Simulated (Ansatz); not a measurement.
# Geometry relaxation, with input and output: SiAsH₃O

- system: SiAsH₃O
- method: RKS CAM-B3LYP-D4/def2-SVP (Ansatz 0.2.0)

Figures and captions count atoms from 1; the log counts them from 0 in places.

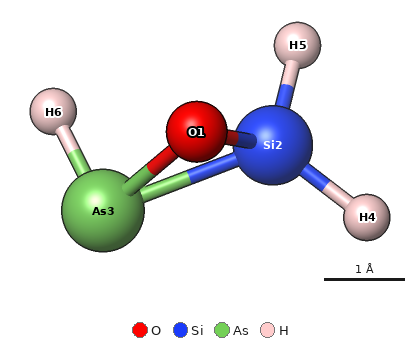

Fig. 1: The starting structure (ball-and-stick view, seen at a tilt; atoms are numbered from 1 in the order of the input). Bond lengths as drawn: As–H 1.56 Å, As–O 1.95 Å, As–Si 2.31 Å, H–Si 1.50 Å and O–Si 1.70 Å.

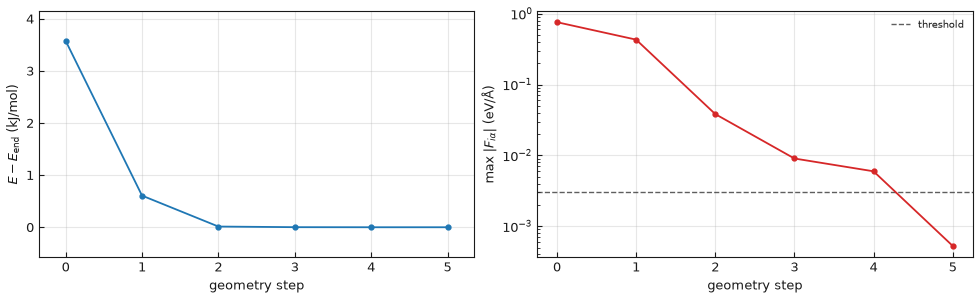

Fig. 2: Progress of the relaxation, step by step (the first geometry is step 0 here and step 1 in the log).

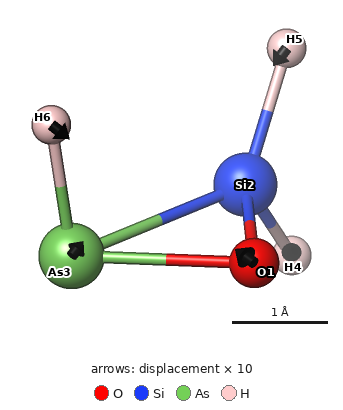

Fig. 3: The starting structure with the displacements as black arrows, magnified 10 times (ball-and-stick view, seen at a tilt). The two geometries are laid on each other by the best rigid fit. The largest move after the best rigid fit is that of O1, 0.030 Å. By element the largest moves are O 0.030 Å, H 0.025 Å, As 0.021 Å, Si 0.008 Å. Among the contacts that change: O1–As3 1.945 → 1.911 Å, O1–Si2 1.696 → 1.666 Å, As3–H6 1.558 → 1.534 Å, Si2–As3 2.306 → 2.285 Å. After 5 geometry steps the energy has fallen by 3.58 kJ/mol. The largest force component goes from 0.76 to 0.00053 eV/Å. (Atoms are counted from 1 in the order of the input.)

The input and output of the run follow.

**Input**
```yaml
crystal:
  periodic: [false, false, false]
  atoms:
    - { symbol: O, position_ang: [0.765212, -1.103242, 0.115278] }
    - { symbol: Si, position_ang: [-0.263772, -0.022447, -0.690914] }
    - { symbol: As, position_ang: [-0.234005, -0.330708, 1.594521] }
    - { symbol: H, position_ang: [-1.342725, -0.636328, -1.532357] }
    - { symbol: H, position_ang: [0.393504, 1.151125, -1.354316] }
    - { symbol: H, position_ang: [0.723885, 0.8775, 1.821488] }
basis:
  gaussian: { orbitals: def2-SVP }
hamiltonian:
  xc: { name: CAM-B3LYP }
  dispersion: d4
output:
  forces: true
relax:
  f_tol: 0.003
  max_steps: 120
```

Command:
```bash
ansatz run input.yaml --threads 1 --pin off --max-ram 2560MiB --backend cpu --events-out ev --progress --plain --runs-dir out
```

**What the program printed**
```
The last accepted step is kept in [file] (removed where the run ends without a failure and the disk answers)
Engine: ansatz 0.2.0, x86_64-unknown-linux-gnu
Functional definition: CAM-B3LYP
  parameter alpha = 0.19
  parameter beta = 0.46
  parameter omega = 0.33/bohr
  parameter ac = 0.81
  exchange = (1 - alpha - beta)*b88_x + beta*b88_x_sr(omega) + alpha*exact_x + beta*exact_x_lr(omega)
  correlation = (1 - ac)*vwn5_c + ac*lyp_c
804 factors; integrals over basis functions are off by at most 2.5e-4 eV
265 factors; integrals over basis functions are off by at most 1.1e-6 eV
mean field evaluation 1: about -70800.9209 eV, gradient 5.0e1 eV
mean field evaluation 2: about -70785.9047 eV, gradient 9.9e1 eV
mean field evaluation 4: about -70805.5673 eV, gradient 1.5e0 eV
mean field evaluation 8: about -70805.5754 eV, gradient 7.7e-2 eV
mean field evaluation 16: about -70805.5754 eV, gradient 3.9e-5 eV
mean field -70805.57538181 eV, -2602.0569015389 hartree, gradient 3.9e-5 eV, S^2 0.000000; 0 other end points of the search recorded, 0 dependent functions left out
the calculation of the forces begins
reference -70805.57548705 eV, -2602.0569054063 hartree; 29, 29 occupied and 50, 50 virtual orbitals, 804 factors
relax step   1: F+E_penalty+E_count = -70805.68570244 eV  Δ(F+E_penalty+E_count) = +0.000e0 eV  max|allowed force component| = 7.583e-1 eV/Å  Δτ_max = 0.0000 Å  (27 SCF iters, accepted)
these checks for a lower state are left out or cut short: starts, cluster_reference, orbital_swaps, neighbouring_geometries, increment
804 factors; integrals over basis functions are off by at most 2.9e-4 eV
265 factors; integrals over basis functions are off by at most 1.0e-6 eV
mean field -70805.60596030 eV, -2602.0580252775 hartree, gradient 3.3e-5 eV, S^2 0.000000; 0 other end points of the search recorded, 0 dependent functions left out
the calculation of the forces begins
reference -70805.60606484 eV, -2602.0580291194 hartree; 29, 29 occupied and 50, 50 virtual orbitals, 804 factors
relax step   2: F+E_penalty+E_count = -70805.71648237 eV  Δ(F+E_penalty+E_count) = -3.078e-2 eV  max|allowed force component| = 4.300e-1 eV/Å  Δτ_max = 0.0224 Å  (28 SCF iters, accepted)
these checks for a lower state are left out or cut short: starts, cluster_reference, orbital_swaps, neighbouring_geometries, increment
804 factors; integrals over basis functions are off by at most 2.9e-4 eV
265 factors; integrals over basis functions are off by at most 1.0e-6 eV
mean field -70805.61198670 eV, -2602.0582467436 hartree, gradient 2.6e-5 eV, S^2 0.000000; 0 other end points of the search recorded, 0 dependent functions left out
the calculation of the forces begins
reference -70805.61209109 eV, -2602.0582505799 hartree; 29, 29 occupied and 50, 50 virtual orbitals, 804 factors
relax step   3: F+E_penalty+E_count = -70805.72263393 eV  Δ(F+E_penalty+E_count) = -6.152e-3 eV  max|allowed force component| = 3.829e-2 eV/Å  Δτ_max = 0.0132 Å  (28 SCF iters, accepted)
these checks for a lower state are left out or cut short: starts, cluster_reference, orbital_swaps, neighbouring_geometries, increment
804 factors; integrals over basis functions are off by at most 2.9e-4 eV
265 factors; integrals over basis functions are off by at most 1.0e-6 eV
mean field evaluation 32: about -70805.6121 eV, gradient 1.8e-5 eV
mean field -70805.61213390 eV, -2602.0582521532 hartree, gradient 1.8e-5 eV, S^2 0.000000; 0 other end points of the search recorded, 0 dependent functions left out
the calculation of the forces begins
reference -70805.61223830 eV, -2602.0582559899 hartree; 29, 29 occupied and 50, 50 virtual orbitals, 804 factors
relax step   4: F+E_penalty+E_count = -70805.72275909 eV  Δ(F+E_penalty+E_count) = -1.252e-4 eV  max|allowed force component| = 9.037e-3 eV/Å  Δτ_max = 0.0061 Å  (25 SCF iters, accepted)
these checks for a lower state are left out or cut short: starts, cluster_reference, orbital_swaps, neighbouring_geometries, increment
804 factors; integrals over basis functions are off by at most 2.9e-4 eV
265 factors; integrals over basis functions are off by at most 1.0e-6 eV
mean field -70805.61214771 eV, -2602.0582526606 hartree, gradient 2.7e-5 eV, S^2 0.000000; 0 other end points of the search recorded, 0 dependent functions left out
the calculation of the forces begins
reference -70805.61225212 eV, -2602.0582564976 hartree; 29, 29 occupied and 50, 50 virtual orbitals, 804 factors
relax step   5: F+E_penalty+E_count = -70805.72277357 eV  Δ(F+E_penalty+E_count) = -1.449e-5 eV  max|allowed force component| = 5.961e-3 eV/Å  Δτ_max = 0.0016 Å  (22 SCF iters, accepted)
these checks for a lower state are left out or cut short: starts, cluster_reference, orbital_swaps, neighbouring_geometries, increment
804 factors; integrals over basis functions are off by at most 2.9e-4 eV
265 factors; integrals over basis functions are off by at most 1.0e-6 eV
mean field -70805.61214820 eV, -2602.0582526786 hartree, gradient 1.9e-5 eV, S^2 0.000000; 0 other end points of the search recorded, 0 dependent functions left out
the calculation of the forces begins
reference -70805.61225261 eV, -2602.0582565157 hartree; 29, 29 occupied and 50, 50 virtual orbitals, 804 factors
relax step   6: F+E_penalty+E_count = -70805.72277488 eV  Δ(F+E_penalty+E_count) = -1.308e-6 eV  max|allowed force component| = 5.281e-4 eV/Å  Δτ_max = 0.0002 Å  (20 SCF iters, accepted)
804 factors; integrals over basis functions are off by at most 2.9e-4 eV
265 factors; integrals over basis functions are off by at most 1.0e-6 eV
mean field -70805.61214820 eV, -2602.0582526786 hartree, gradient 1.9e-5 eV, S^2 0.000000; 1 other end points of the search recorded, 0 dependent functions left out
the calculation of the forces begins
reference -70805.61225261 eV, -2602.0582565157 hartree; 29, 29 occupied and 50, 50 virtual orbitals, 804 factors
Total energy: -70805.72287929 eV, -2602.0623219713 hartree
Atom 0 at     0.747526    -1.079455     0.121319 Å, force     0.000142     0.000016     0.000173 eV/Å
Atom 1 at    -0.258967    -0.028595    -0.689384 Å, force     0.000234    -0.000061     0.000311 eV/Å
Atom 2 at    -0.230317    -0.319110     1.576893 Å, force    -0.000222    -0.000181    -0.000528 eV/Å
Atom 3 at    -1.322702    -0.632679    -1.523761 Å, force    -0.000261     0.000022     0.000069 eV/Å
Atom 4 at     0.379959     1.138909    -1.339268 Å, force     0.000003     0.000066    -0.000075 eV/Å
Atom 5 at     0.726601     0.856830     1.807901 Å, force     0.000103     0.000138     0.000050 eV/Å
Dipole moment:    -0.258819     0.328968    -0.068333 e Å
```

**Trajectory as extended XYZ (Å, eV, eV/Å), 6 frames, from step=1 to step=6**
```
6
Properties=species:S:1:pos:R:3:forces:R:3 step=1 energy=-70805.68570
O     0.7652   -1.1032    0.1153   -0.7583   0.7573  -0.0020
Si   -0.2638   -0.0224   -0.6909    0.4253  -0.5103   0.2710
As   -0.2340   -0.3307    1.5945    0.4888   0.1804  -0.5636
H    -1.3427   -0.6363   -1.5324    0.2432   0.1602   0.1841
H     0.3935    1.1511   -1.3543   -0.1697  -0.2505   0.1636
H     0.7239    0.8775    1.8215   -0.2292  -0.3372  -0.0530
6
Properties=species:S:1:pos:R:3:forces:R:3 step=2 energy=-70805.71648
O     0.7596   -1.0883    0.1223   -0.4300   0.3826  -0.0670
Si   -0.2626   -0.0272   -0.6907    0.2968  -0.2679   0.1851
As   -0.2343   -0.3168    1.5794    0.1549  -0.0582  -0.1844
H    -1.3295   -0.6329   -1.5270    0.0578   0.0290   0.0446
H     0.3819    1.1424   -1.3403   -0.0431  -0.0582   0.0272
H     0.7270    0.8586    1.8099   -0.0363  -0.0273  -0.0055
6
Properties=species:S:1:pos:R:3:forces:R:3 step=3 energy=-70805.72263
O     0.7477   -1.0827    0.1206   -0.0124   0.0383  -0.0084
Si   -0.2579   -0.0280   -0.6888    0.0097  -0.0365   0.0103
As   -0.2291   -0.3197    1.5755   -0.0210  -0.0213   0.0164
H    -1.3225   -0.6314   -1.5210   -0.0107  -0.0028  -0.0140
H     0.3806    1.1393   -1.3375    0.0100   0.0108  -0.0079
H     0.7234    0.8585    1.8048    0.0244   0.0115   0.0037
6
Properties=species:S:1:pos:R:3:forces:R:3 step=4 energy=-70805.72276
O     0.7475   -1.0782    0.1219   -0.0015  -0.0090  -0.0056
Si   -0.2597   -0.0284   -0.6893    0.0076   0.0025  -0.0015
As   -0.2310   -0.3188    1.5768    0.0048   0.0045   0.0057
H    -1.3223   -0.6332   -1.5244   -0.0026  -0.0009   0.0006
H     0.3796    1.1387   -1.3394   -0.0012   0.0020  -0.0005
H     0.7278    0.8558    1.8081   -0.0071   0.0008   0.0014
6
Properties=species:S:1:pos:R:3:forces:R:3 step=5 energy=-70805.72277
O     0.7475   -1.0794    0.1215    0.0006  -0.0003  -0.0021
Si   -0.2589   -0.0286   -0.6895   -0.0005  -0.0009   0.0060
As   -0.2303   -0.3192    1.5771   -0.0021  -0.0003  -0.0046
H    -1.3227   -0.6326   -1.5237    0.0002  -0.0003  -0.0002
H     0.3799    1.1390   -1.3393    0.0004  -0.0002  -0.0001
H     0.7266    0.8567    1.8078    0.0014   0.0020   0.0010
6
Properties=species:S:1:pos:R:3:forces:R:3 step=6 energy=-70805.72278
O     0.7475   -1.0795    0.1213    0.0001   0.0000   0.0002
Si   -0.2590   -0.0286   -0.6894    0.0002  -0.0001   0.0003
As   -0.2303   -0.3191    1.5769   -0.0002  -0.0002  -0.0005
H    -1.3227   -0.6327   -1.5238   -0.0003   0.0000   0.0001
H     0.3800    1.1389   -1.3393    0.0000   0.0001  -0.0001
H     0.7266    0.8568    1.8079    0.0001   0.0001   0.0001
```

**Summary**

| quantity | value |
| --- | --- |
| outcome | converged |
| total energy | −70805.7229 eV |
| mean-field energy | −70805.6123 eV |
| largest force (length of the vector) at the end | 0.001 eV/Å |
| hardware | 1 thread of Intel Xeon @ 2.50GHz (Skylake/Cascade Lake), 16 GiB of memory available, shared host |
| wall time | 23 s |
| peak memory | 0.2 GiB |
